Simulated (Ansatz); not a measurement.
TaNH3ClF4: molecular dynamics (part 3 of 3)

TaNH3ClF4; RKS PBE/def2-SVP (Ansatz 0.2.0). It belongs to a series of runs on one base structure; here: dynamics from the highest image of the converged band.

Geometry of the input (Å):
```
Ta -0.1429  -0.1522  0.2092
Cl 3.0500  -1.0813  -0.3926
F  0.6406  0.9091  1.5714
F  0.5347  0.9540  -1.1590
F  -1.9120  0.2688  0.6330
F  -0.5613  -1.5444  -1.0086
N  0.5727  -1.6854  1.3336
H  0.3447  -2.6664  1.1352
H  0.8878  -1.5571  2.3021
H  2.1579  -1.5741  0.4906
```

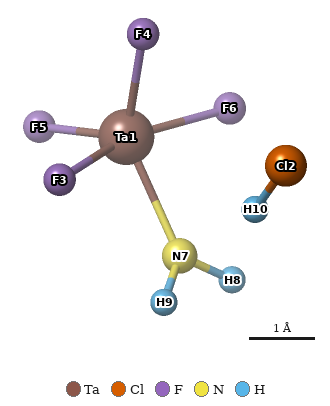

Figure 1. The geometry at step 110 of the log (ball-and-stick view, seen at a tilt; atoms are numbered from 1 in the order of the input).

## Trajectory as extended XYZ, continued
```
10
Properties=species:S:1:pos:R:3:forces:R:3 step=20 time_fs=10.0 energy=-26459.80480 temperature=164.2
Ta   -0.1615   -0.1548    0.2168    0.9826  -0.0881  -1.2816
Cl    3.0945   -1.0794   -0.4018   -0.1191   0.0298   0.2280
F     0.6800    0.9089    1.5401   -0.0877  -0.0800  -0.0292
F     0.5758    0.9807   -1.1795   -0.6519  -0.9104   1.0837
F    -1.9201    0.2969    0.6379   -0.0183  -0.0497   0.0219
F    -0.5467   -1.5611   -1.0341    0.0726   0.5847   0.5131
N     0.5889   -1.7150    1.3407   -0.5318   0.5197  -0.2221
H     0.1993   -2.6609    1.2368    0.1674  -0.0370  -0.3293
H     0.8385   -1.5891    2.3225    0.1243   0.2507   0.2873
H     2.2498   -1.4470    0.5839    0.0619  -0.2198  -0.2718
10
Properties=species:S:1:pos:R:3:forces:R:3 step=30 time_fs=15.0 energy=-26459.77297 temperature=133.6
Ta   -0.1691   -0.1563    0.2185    1.1634  -0.0864  -1.2660
Cl    3.1162   -1.0780   -0.4050    0.1133   0.1010  -0.0369
F     0.6983    0.9076    1.5239   -0.1002  -0.0872   0.0350
F     0.5857    0.9793   -1.1721   -0.6880  -0.9532   1.0756
F    -1.9245    0.3102    0.6406   -0.0390  -0.0734   0.0434
F    -0.5382   -1.5599   -1.0386    0.0516   0.5458   0.5005
N     0.5868   -1.7221    1.3473   -0.4018   1.4082  -0.0758
H     0.1761   -2.6459    1.1609    0.2970  -0.0846   0.2785
H     0.8349   -1.5049    2.3368   -0.2365  -0.5025  -0.5547
H     2.2977   -1.4597    0.5688   -0.1599  -0.2679   0.0005
10
Properties=species:S:1:pos:R:3:forces:R:3 step=40 time_fs=20.0 energy=-26459.83572 temperature=194.2
Ta   -0.1752   -0.1578    0.2185    1.0182   0.0712  -0.8919
Cl    3.1385   -1.0760   -0.4082   -0.0429  -0.0432   0.1362
F     0.7153    0.9052    1.5081   -0.1217  -0.0661   0.1083
F     0.5871    0.9660   -1.1513   -0.5520  -0.7278   0.7319
F    -1.9293    0.3226    0.6439   -0.0072  -0.0900   0.0353
F    -0.5291   -1.5520   -1.0370   -0.0065   0.3347   0.3003
N     0.5763   -1.7078    1.3473   -0.6438   0.8133  -1.3285
H     0.2200   -2.6485    1.1379    0.2228  -0.0455   0.2776
H     0.8039   -1.5101    2.3106    0.1700  -0.1968   0.7721
H     2.3163   -1.5305    0.5425   -0.0368  -0.0498  -0.1413
10
Properties=species:S:1:pos:R:3:forces:R:3 step=50 time_fs=25.0 energy=-26459.88139 temperature=238.4
Ta   -0.1800   -0.1593    0.2173    0.5106   0.2816  -0.1307
Cl    3.1605   -1.0744   -0.4105   -0.1124  -0.1727   0.1857
F     0.7308    0.9020    1.4937   -0.1337   0.0104   0.1815
F     0.5818    0.9438   -1.1217   -0.2069  -0.2264   0.0386
F    -1.9341    0.3338    0.6476    0.0331  -0.0915   0.0086
F    -0.5200   -1.5399   -1.0317   -0.0920  -0.0027  -0.0596
N     0.5572   -1.6788    1.3336    0.0302  -0.1941   1.1368
H     0.3123   -2.6650    1.1700   -0.0128   0.0903  -0.2123
H     0.7873   -1.5750    2.3554   -0.0726   0.1331  -0.9827
H     2.3250   -1.6128    0.4859    0.0566   0.1721  -0.1659
10
Properties=species:S:1:pos:R:3:forces:R:3 step=60 time_fs=30.0 energy=-26459.81988 temperature=179.1
Ta   -0.1841   -0.1604    0.2161   -0.1482   0.3149   0.8041
Cl    3.1820   -1.0736   -0.4119    0.2335   0.0146  -0.1940
F     0.7446    0.8989    1.4817   -0.1294   0.0809   0.2660
F     0.5739    0.9189   -1.0917    0.2864   0.4356  -0.8441
F    -1.9386    0.3439    0.6514    0.0544  -0.0931  -0.0045
F    -0.5122   -1.5279   -1.0272   -0.1697  -0.3647  -0.4233
N     0.5362   -1.6538    1.3293   -0.1805  -1.0817  -0.3954
H     0.4022   -2.6590    1.1567   -0.2019   0.0937  -0.4231
H     0.7821   -1.5965    2.3010    0.4565   0.5699   1.0007
H     2.3377   -1.6636    0.4002   -0.2010   0.0299   0.2135
10
Properties=species:S:1:pos:R:3:forces:R:3 step=70 time_fs=35.0 energy=-26459.78009 temperature=140.6
Ta   -0.1884   -0.1610    0.2158   -0.6450   0.3403   1.4440
Cl    3.2047   -1.0731   -0.4141   -0.0399  -0.1925   0.0387
F     0.7568    0.8969    1.4730   -0.1318   0.0958   0.3169
F     0.5696    0.8994   -1.0723    0.6767   0.9428  -1.5095
F    -1.9424    0.3528    0.6552    0.0497  -0.0996  -0.0005
F    -0.5065   -1.5204   -1.0278   -0.2072  -0.5965  -0.6011
N     0.5149   -1.6449    1.3285    0.5582  -0.5596   1.2576
H     0.4506   -2.6346    1.0612   -0.1329   0.0047   0.1793
H     0.8428   -1.5129    2.3224   -0.2307  -0.1954  -1.1165
H     2.3181   -1.6960    0.3488    0.1030   0.2600  -0.0089
10
Properties=species:S:1:pos:R:3:forces:R:3 step=80 time_fs=40.0 energy=-26459.74884 temperature=110.6
Ta   -0.1935   -0.1613    0.2174   -0.6920   0.3034   1.3835
Cl    3.2274   -1.0737   -0.4163    0.1203  -0.0642  -0.1032
F     0.7672    0.8959    1.4682   -0.1674   0.0266   0.2755
F     0.5735    0.8913   -1.0713    0.6976   0.9477  -1.5129
F    -1.9456    0.3604    0.6589    0.0496  -0.1129   0.0040
F    -0.5033   -1.5201   -1.0358   -0.1915  -0.5124  -0.4778
N     0.4993   -1.6464    1.3384   -0.3865  -0.2542  -1.2952
H     0.4670   -2.6110    1.0015   -0.0160  -0.2335   0.4626
H     0.8989   -1.4526    2.2320    0.6131  -0.2046   1.1335
H     2.3115   -1.6766    0.3055   -0.0271   0.1042   0.1301
10
Properties=species:S:1:pos:R:3:forces:R:3 step=90 time_fs=45.0 energy=-26459.81456 temperature=173.9
Ta   -0.1995   -0.1611    0.2207   -0.2220   0.4275   0.5714
Cl    3.2509   -1.0747   -0.4192    0.1481  -0.0325  -0.1086
F     0.7755    0.8953    1.4668   -0.2360  -0.0661   0.1334
F     0.5858    0.8947   -1.0888    0.3049   0.4716  -0.8658
F    -1.9481    0.3666    0.6628    0.0316  -0.1222   0.0039
F    -0.5025   -1.5261   -1.0496   -0.1563  -0.1545  -0.1362
N     0.4832   -1.6511    1.3399    0.8857  -0.1899   0.9195
H     0.4769   -2.6362    1.0423   -0.0714   0.0581   0.2996
H     1.0193   -1.4651    2.2304   -0.6191  -0.4248  -0.9456
H     2.2999   -1.6300    0.2904   -0.0654   0.0328   0.1283
10
Properties=species:S:1:pos:R:3:forces:R:3 step=100 time_fs=50.0 energy=-26459.82020 temperature=179.5
Ta   -0.2058   -0.1603    0.2248    0.4831   0.4262  -0.4235
Cl    3.2751   -1.0761   -0.4226   -0.1591  -0.1644   0.1308
F     0.7808    0.8938    1.4670   -0.3060  -0.1708  -0.0313
F     0.6018    0.9039   -1.1170   -0.2343  -0.1542   0.0213
F    -1.9503    0.3712    0.6666    0.0260  -0.1340  -0.0040
F    -0.5038   -1.5339   -1.0651   -0.1213   0.2825   0.2712
N     0.4767   -1.6602    1.3480   -0.0802  -0.5389  -0.6324
H     0.4639   -2.6627    1.1410   -0.3397  -0.1188  -0.2936
H     1.0738   -1.5437    2.1435    0.5282   0.4585   1.0750
H     2.2810   -1.5718    0.2996    0.2032   0.1139  -0.1136
10
Properties=species:S:1:pos:R:3:forces:R:3 step=110 time_fs=55.0 energy=-26459.78460 temperature=145.0
Ta   -0.2114   -0.1590    0.2284    1.0478   0.2134  -1.0530
Cl    3.2988   -1.0783   -0.4255    0.2036   0.0402  -0.1245
F     0.7822    0.8902    1.4670   -0.2964  -0.1845  -0.1041
F     0.6150    0.9114   -1.1453   -0.6108  -0.6020   0.6935
F    -1.9521    0.3741    0.6704   -0.0167  -0.1334  -0.0009
F    -0.5066   -1.5383   -1.0772   -0.1101   0.5623   0.5522
N     0.4759   -1.6773    1.3545    0.9580  -0.2130   0.7607
H     0.3797   -2.6952    1.1900   -0.1421   0.3907  -0.1966
H     1.1454   -1.5517    2.1602   -0.8686   0.0867  -0.6719
H     2.2932   -1.4957    0.2952   -0.1649  -0.1603   0.1446
10
Properties=species:S:1:pos:R:3:forces:R:3 step=120 time_fs=60.0 energy=-26459.74721 temperature=108.8
Ta   -0.2157   -0.1574    0.2306    1.2939  -0.0192  -1.3354
Cl    3.3232   -1.0805   -0.4289   -0.1947  -0.0750   0.1544
F     0.7800    0.8844    1.4658   -0.2220  -0.1404  -0.0586
F     0.6207    0.9115   -1.1650   -0.7811  -0.8115   1.0528
F    -1.9542    0.3754    0.6743   -0.0240  -0.1335  -0.0004
F    -0.5108   -1.5358   -1.0825   -0.1100   0.6255   0.6794
N     0.4845   -1.6961    1.3658   -0.7454   0.9646  -1.3800
H     0.2637   -2.6755    1.1898    0.1203  -0.2708   0.0035
H     1.1054   -1.5252    2.1341    0.4605  -0.0386   0.9962
H     2.2876   -1.4483    0.3102    0.2025  -0.1010  -0.1120
10
Properties=species:S:1:pos:R:3:forces:R:3 step=130 time_fs=65.0 energy=-26459.74866 temperature=110.2
Ta   -0.2182   -0.1558    0.2310    1.2264  -0.1162  -1.2393
Cl    3.3467   -1.0831   -0.4314   -0.0498  -0.0070   0.0447
F     0.7751    0.8769    1.4639   -0.0958   0.0190   0.0684
F     0.6167    0.9016   -1.1718   -0.7243  -0.7486   1.0407
F    -1.9565    0.3750    0.6781   -0.0365  -0.1175  -0.0018
F    -0.5164   -1.5256   -1.0795   -0.1423   0.4555   0.5667
N     0.4876   -1.7005    1.3627    0.0278   0.7652  -0.1058
H     0.1785   -2.6764    1.1945    0.4426   0.3704   0.2244
H     1.0739   -1.5288    2.2147   -0.6864  -0.4354  -0.6209
H     2.3154   -1.4297    0.3092    0.0383  -0.1854   0.0229
10
Properties=species:S:1:pos:R:3:forces:R:3 step=140 time_fs=70.0 energy=-26459.81890 temperature=178.0
Ta   -0.2192   -0.1544    0.2299    0.8426  -0.0394  -0.7961
Cl    3.3699   -1.0858   -0.4337   -0.0033   0.0048   0.0019
F     0.7689    0.8696    1.4629    0.0185   0.1995   0.2145
F     0.6037    0.8824   -1.1657   -0.4746  -0.4530   0.6954
F    -1.9593    0.3731    0.6818   -0.0034  -0.0979  -0.0201
F    -0.5239   -1.5098   -1.0694   -0.1926   0.1086   0.2663
N     0.4880   -1.6902    1.3523   -0.3383   0.6879  -0.6596
H     0.1741   -2.6472    1.2302   -0.0689  -0.5305  -0.3307
H     0.9490   -1.6049    2.2495    0.2607   0.2921   0.5372
H     2.3542   -1.4535    0.3125   -0.0407  -0.1720   0.0912
10
Properties=species:S:1:pos:R:3:forces:R:3 step=150 time_fs=75.0 energy=-26459.82645 temperature=185.4
Ta   -0.2191   -0.1530    0.2277    0.2059   0.1515  -0.0546
Cl    3.3927   -1.0886   -0.4357   -0.3319  -0.1536   0.2485
F     0.7629    0.8649    1.4647    0.1052   0.3545   0.3519
F     0.5849    0.8577   -1.1511   -0.0308   0.0559   0.0267
F    -1.9621    0.3699    0.6853    0.0199  -0.0743  -0.0319
F    -0.5338   -1.4928   -1.0561   -0.2656  -0.3599  -0.1610
N     0.4840   -1.6730    1.3363   -0.0292  -1.0582   0.7807
H     0.1833   -2.6651    1.2052    0.2113   0.6413  -0.3225
H     0.8409   -1.6269    2.3172   -0.1187   0.4049  -0.7033
H     2.3924   -1.5134    0.3298    0.2338   0.0379  -0.1346
10
Properties=species:S:1:pos:R:3:forces:R:3 step=160 time_fs=80.0 energy=-26459.82802 temperature=186.7
Ta   -0.2187   -0.1514    0.2255   -0.3832   0.1733   0.8888
Cl    3.4138   -1.0922   -0.4364    0.0587   0.0017  -0.0601
F     0.7581    0.8645    1.4708    0.1096   0.3931   0.4058
F     0.5658    0.8337   -1.1364    0.5005   0.6294  -0.7782
F    -1.9647    0.3658    0.6885    0.0258  -0.0579  -0.0212
F    -0.5471   -1.4802   -1.0448   -0.3193  -0.7622  -0.5125
N     0.4791   -1.6669    1.3272   -0.0282   0.3300  -0.3027
H     0.2199   -2.6180    1.1033   -0.0635  -0.6965  -0.1175
H     0.7299   -1.5589    2.3065    0.2588   0.0477   0.3329
H     2.4692   -1.5724    0.3288   -0.1592  -0.0584   0.1648
10
Properties=species:S:1:pos:R:3:forces:R:3 step=170 time_fs=85.0 energy=-26459.75347 temperature=114.8
Ta   -0.2188   -0.1496    0.2244   -0.7172   0.1446   1.4138
Cl    3.4348   -1.0960   -0.4371   -0.2004  -0.1622   0.1621
F     0.7547    0.8691    1.4819    0.0090   0.3175   0.3166
F     0.5529    0.8176   -1.1312    0.8399   0.9895  -1.3027
F    -1.9669    0.3610    0.6913    0.0180  -0.0377  -0.0021
F    -0.5644   -1.4771   -1.0397   -0.3182  -0.8496  -0.6139
N     0.4728   -1.6617    1.3156   -0.0902  -0.6215  -0.3013
H     0.2672   -2.6344    0.9965    0.2511   0.5732   0.7069
H     0.6683   -1.4904    2.3153    0.1244  -0.5094  -0.3107
H     2.5260   -1.6364    0.3522    0.0837   0.1558  -0.0687
10
Properties=species:S:1:pos:R:3:forces:R:3 step=180 time_fs=90.0 energy=-26459.78865 temperature=148.7
Ta   -0.2197   -0.1476    0.2251   -0.6016   0.1235   1.1656
Cl    3.4547   -1.1007   -0.4370   -0.0582  -0.0862   0.0490
F     0.7512    0.8775    1.4968   -0.1795   0.1427   0.0742
F     0.5501    0.8135   -1.1418    0.7685   0.8858  -1.1725
F    -1.9689    0.3556    0.6942    0.0280  -0.0200   0.0094
F    -0.5856   -1.4842   -1.0420   -0.2303  -0.5208  -0.3715
N     0.4659   -1.6612    1.2988    0.1784   0.5284   0.1931
H     0.3505   -2.6166    1.0109   -0.1171  -0.9466  -0.0352
H     0.6450   -1.5201    2.2962    0.2562  -0.2133   0.0717
H     2.5923   -1.6700    0.3679   -0.0445   0.1066   0.0162
10
Properties=species:S:1:pos:R:3:forces:R:3 step=190 time_fs=95.0 energy=-26459.81460 temperature=173.9
Ta   -0.2215   -0.1454    0.2273   -0.1367   0.1205   0.2876
Cl    3.4742   -1.1060   -0.4366    0.0689  -0.0010  -0.0603
F     0.7455    0.8877    1.5127   -0.3619  -0.0507  -0.1968
F     0.5568    0.8202   -1.1668    0.3606   0.4168  -0.4862
F    -1.9706    0.3501    0.6971    0.0303  -0.0006   0.0204
F    -0.6097   -1.4977   -1.0488   -0.0944   0.0174   0.0398
N     0.4613   -1.6621    1.2833    0.2663  -1.7450   0.5036
H     0.4207   -2.6843    1.0525   -0.1510   0.9260  -0.1075
H     0.6788   -1.5938    2.2869    0.1812   0.2837  -0.0989
H     2.6472   -1.6796    0.3889   -0.1634   0.0327   0.0981
10
Properties=species:S:1:pos:R:3:forces:R:3 step=200 time_fs=100.0 energy=-26459.82565 temperature=184.5
Ta   -0.2234   -0.1431    0.2298    0.4651  -0.0145  -0.5814
Cl    3.4940   -1.1115   -0.4362   -0.1763  -0.1614   0.2040
F     0.7353    0.8973    1.5261   -0.4664  -0.2376  -0.3920
F     0.5680    0.8322   -1.1978   -0.1218  -0.1322   0.3491
F    -1.9719    0.3445    0.7003    0.0356   0.0012   0.0315
F    -0.6350   -1.5111   -1.0552    0.0480   0.4812   0.4574
N     0.4610   -1.6824    1.2769    0.3473   0.4099   0.8796
H     0.4519   -2.6612    1.0478   -0.2560  -0.8549  -0.5736
H     0.7593   -1.6094    2.2619    0.0485   0.3144  -0.1904
H     2.6729   -1.6745    0.4228    0.0758   0.1938  -0.1843
```

## Summary

- outcome: finished
- mean temperature over the second half: 155 K
- trajectory: 200 steps, 100 fs
- ensemble: nve
- temperature in the input: 300.0 K
- time step: 0.5 fs
- potential energy (last step): −26459.8257 eV
- mean-field energy (last step): −26459.8257 eV
- largest force (length of the vector) (last step): 1.061 eV/Å
- wall time: 7.3 min (CPU time 27 min)
- peak memory: 0.21 GiB

## Notes

So short a trajectory is not equilibrated.
